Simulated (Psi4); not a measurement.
# Si2H2OF2 (SMILES F[Si]1(F)O[SiH2]1): MP2/def2-SVP

What is the vertical singlet–triplet gap of Si2H2OF2 at MP2/def2-SVP? 

The results are computed with Psi4 1.11.

2 further runs of the same task are left out: 2 set aside as unsound or not needed. Runs told in other sessions of the task aren't counted.

**1. The molecule**

Si2H2OF2 has 7 atoms, charge 0, and is taken as a singlet. As SMILES, `F[Si]1(F)O[SiH2]1`. The shape is that of a PBE0-D4/def2-TZVP optimisation.

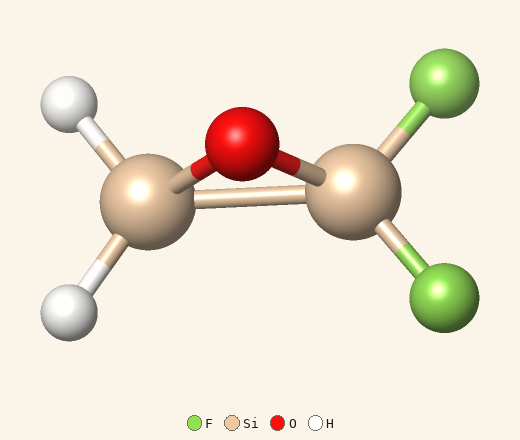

The structure, seen from a chosen angle (fluorine green, silicon light orange, oxygen red, hydrogen white).

**2. The energy at MP2/def2-SVP**

Contents of f2h2osi2.json:

```json
{
  "schema_name": "qcschema_input",
  "schema_version": 1,
  "molecule": {
    "schema_name": "qcschema_molecule",
    "schema_version": 2,
    "symbols": ["F", "Si", "F", "O", "Si", "H", "H"],
    "geometry": [0.80162182, -3.04642749, 3.20081811, 0.07162062, -1.938859, 0.52931229, -0.36698481, -4.32369337, -1.20772397, 2.08531278, 0.14720967, -0.60868078, -0.57598852, 2.00046408, -0.43992824, -0.3822916, 4.13623254, 1.36060281, -1.51707213, 2.8965722, -2.92057173],
    "molecular_charge": 0,
    "molecular_multiplicity": 1,
    "fix_symmetry": "c1",
    "fix_com": true,
    "fix_orientation": true
  },
  "driver": "energy",
  "model": {
    "method": "mp2",
    "basis": "def2-SVP"
  },
  "keywords": {
    "puream": true,
    "e_convergence": 1e-09,
    "d_convergence": 1e-08,
    "scf_type": "pk",
    "num_frozen_docc": 13,
    "mp2_type": "conv"
  }
}
```

Command:

```bash
$ psi4 --qcschema f2h2osi2.json -n 1 --memory 2200MB
```

stdout:

```text
[...]
  Running in c1 symmetry.
[...]
  Nuclear repulsion =  309.676526495094549
[...]
  Multiplicity = 1
[...]
  Nalpha       = 28
  Nbeta        = 28
[...]
    Number of basis functions: 88
[...]
   @RHF iter   1:  -852.36430031078567   -7.02197e-01   6.34711e-03 ADIIS/DIIS
[...]
   @RHF iter  11:  -852.49667475192052   -8.41283e-12   5.82111e-09 DIIS
[...]
    Orbital Energies [Eh]
    ---------------------
    Doubly Occupied:
       1A    -68.878834     2A    -68.817364     3A    -26.306118
       4A    -26.306114     5A    -20.566796     6A     -6.237150
       7A     -6.185631     8A     -4.349902     9A     -4.349768
      10A     -4.347602    11A     -4.296673    12A     -4.295607
      13A     -4.294735    14A     -1.602947    15A     -1.580062
      16A     -1.335124    17A     -0.802088    18A     -0.745788
      19A     -0.735676    20A     -0.714427    21A     -0.697810
      22A     -0.677121    23A     -0.660470    24A     -0.637601
      25A     -0.575953    26A     -0.570932    27A     -0.487239
      28A     -0.388411
[...]
  @RHF Final Energy:  -852.49667475192052
   => Energetics <=
    Nuclear Repulsion Energy =            309.6765264950945493
    One-Electron Energy =               -1801.4585161471916308
    Two-Electron Energy =                 639.2853149001765587
    Total Energy =                       -852.4966747519205228
[...]
 Multipole Moments:
 ------------------------------------------------------------------------------------
     Multipole            Electronic (a.u.)      Nuclear  (a.u.)        Total (a.u.)
 ------------------------------------------------------------------------------------
 L = 1.  Multiply by 2.5417464519 to convert [e a0] to [Debye]
 Dipole X            :        -12.4508470           11.6337210           -0.8171260
 Dipole Y            :         58.1108951          -57.2581345            0.8527606
 Dipole Z            :        -12.7901435           12.7598088           -0.0303347
 Magnitude           :                                                    1.1814464
[...]
	SCS-MP2 Total Energy (a.u.)        :  -853.21021857193375
	SOS-MP2 Total Energy (a.u.)        :  -853.14582799989182
	SCSN-MP2 Total Energy (a.u.)       :  -852.83665697230151
[...]
	SOS-PI-MP2 Total Energy (a.u.)     :  -853.25402020788704
[...]
	MP2 Total Energy (a.u.)            :  -853.23080750802217
[...]
```

The result, in JSON:

```text
{
 "driver": "energy",
 "model": {
  "method": "mp2",
  "basis": "def2-SVP"
 },
 "success": true,
 "return_result": -853.2308075080222,
 "properties": {
  "calcinfo_nbasis": 88,
  "calcinfo_nmo": 88,
  "calcinfo_nalpha": 28,
  "calcinfo_nbeta": 28,
  "calcinfo_natom": 7,
  "nuclear_repulsion_energy": 309.67652649509455,
  "return_energy": -853.2308075080222,
  "scf_one_electron_energy": -1801.4585161471916,
  "scf_two_electron_energy": 639.2853149001766,
  "scf_dipole_moment": [-0.8171259535911801, 0.8527605675789829, -0.030334700775409118],
  "scf_total_energy": -852.4966747519205,
  "scf_iterations": 11,
  "mp2_same_spin_correlation_energy": -0.19317171612557313,
  "mp2_opposite_spin_correlation_energy": -0.540961039976059,
  "mp2_singles_energy": 0.0,
  "mp2_doubles_energy": -0.7341327561016321,
  "mp2_correlation_energy": -0.7341327561016442,
  "mp2_total_energy": -853.2308075080222
 }
}
```

It took 5.1 s on 1 thread of Intel Xeon Platinum 8488C (Sapphire Rapids), shared host; peak memory 0.44 GiB.

**3. The triplet**

Contents of run.py:

```python
import psi4

psi4.set_memory(2200000000)
psi4.set_num_threads(1)
psi4.core.set_output_file('psi4.out', False)

molecule = psi4.geometry("""
0 3
F      0.424200    -1.612100     1.693800
Si     0.037900    -1.026000     0.280100
F     -0.194200    -2.288000    -0.639100
O      1.103500     0.077900    -0.322100
Si    -0.304800     1.058600    -0.232800
H     -0.202300     2.188800     0.720000
H     -0.802800     1.532800    -1.545500
symmetry c1
no_reorient
no_com
""")

psi4.set_options({
    'basis': 'def2-SVP',
    'reference': 'uhf',
    'puream': True,
    'e_convergence': 1e-09,
    'd_convergence': 1e-08,
    'scf_type': 'pk',
    'num_frozen_docc': 13,
    'mp2_type': 'conv',
    'maxiter': 100,
})

e_tot, wfn = psi4.energy("mp2", return_wfn=True)
print('E =', round(e_tot, 9))
```

Command:

```bash
$ python run.py
```

psi4.out:

```text
[...]
  Running in c1 symmetry.
[...]
  Nuclear repulsion =  309.676526440965517
[...]
  Multiplicity = 3
[...]
  Nalpha       = 29
  Nbeta        = 27
[...]
    Number of basis functions: 88
[...]
   @UHF iter   1:  -852.18652076415492   -5.24418e-01   6.18528e-03 ADIIS/DIIS
[...]
   @UHF iter  18:  -852.34894581289132   -2.61480e-12   4.90013e-09 DIIS
[...]
   @S^2 Observed:                2.016111365E+00
[...]
    Orbital Energies [Eh]
    ---------------------
    Alpha Occupied:
       1A    -68.889049     2A    -68.812228     3A    -26.309770
       4A    -26.309755     5A    -20.648022     6A     -6.256710
       7A     -6.186831     8A     -4.369542     9A     -4.363541
      10A     -4.363434    11A     -4.303574    12A     -4.294210
      13A     -4.292468    14A     -1.612342    15A     -1.589289
      16A     -1.416610    17A     -0.836811    18A     -0.793485
      19A     -0.750233    20A     -0.735183    21A     -0.713503
      22A     -0.686792    23A     -0.685678    24A     -0.666989
      25A     -0.621392    26A     -0.618872    27A     -0.498327
      28A     -0.497629    29A     -0.228973
    Alpha Virtual:
[...]
  @UHF Final Energy:  -852.34894581289132
   => Energetics <=
    Nuclear Repulsion Energy =            309.6765264409655174
    One-Electron Energy =               -1800.5454158120046486
    Two-Electron Energy =                 638.5199435581478156
    Total Energy =                       -852.3489458128913157
  UHF NO Occupations:
  HONO-2 :   27  A 1.9945580
  HONO-1 :   28  A 1.0000000
  HONO-0 :   29  A 1.0000000
  LUNO+0 :   30  A 0.0054420
  LUNO+1 :   31  A 0.0017126
[...]
 Multipole Moments:
 ------------------------------------------------------------------------------------
     Multipole            Electronic (a.u.)      Nuclear  (a.u.)        Total (a.u.)
 ------------------------------------------------------------------------------------
 L = 1.  Multiply by 2.5417464519 to convert [e a0] to [Debye]
 Dipole X            :        -11.9569562           11.6337209           -0.3232352
 Dipole Y            :         57.7701506          -57.2581347            0.5120159
 Dipole Z            :        -12.8223358           12.7598087           -0.0625270
 Magnitude           :                                                    0.6087290
[...]
	SCS-MP2 Total Energy (a.u.)        :  -853.04783601449753
	SOS-MP2 Total Energy (a.u.)        :  -852.98272356506857
	SCSN-MP2 Total Energy (a.u.)       :  -852.69273954587641
[...]
	SOS-PI-MP2 Total Energy (a.u.)     :  -853.08835319043135
[...]
	MP2 Total Energy (a.u.)            :  -853.07243128799257
[...]
```

Standard output:

```text
E = -853.072431288
```

It took 6 s on 1 thread of Intel Xeon Platinum 8488C (Sapphire Rapids), shared host; peak memory 0.44 GiB.

**4. Outcome**

At MP2/def2-SVP, 13 core orbitals frozen:

```
                                                           quantity          value
                                              singlet: total energy  -853.23081 Eh
                       singlet: HOMO energy (Hartree–Fock orbitals)      -10.57 eV
                       singlet: LUMO energy (Hartree–Fock orbitals)        2.12 eV
                     singlet: HOMO–LUMO gap (Hartree–Fock orbitals)       12.69 eV
              singlet: correlation energy (13 core orbitals frozen)     -734.1 mEh
                                              triplet: total energy  -853.07243 Eh
triplet: HOMO energy (Hartree–Fock orbitals) (highest over α and β)       -6.23 eV
 triplet: LUMO energy (Hartree–Fock orbitals) (lowest over α and β)       -1.24 eV
              triplet: correlation energy (13 core orbitals frozen)     -723.5 mEh
                         triplet: ⟨S²⟩ of the reference determinant          2.016
                   vertical energy of the triplet above the singlet       4.310 eV
```

**Reading.** At this shape the triplet lies 4.31 eV (99 kcal/mol) above the singlet. With no_com the log's rotational constants are taken about the origin, not the centre of mass, so they aren't the molecule's.
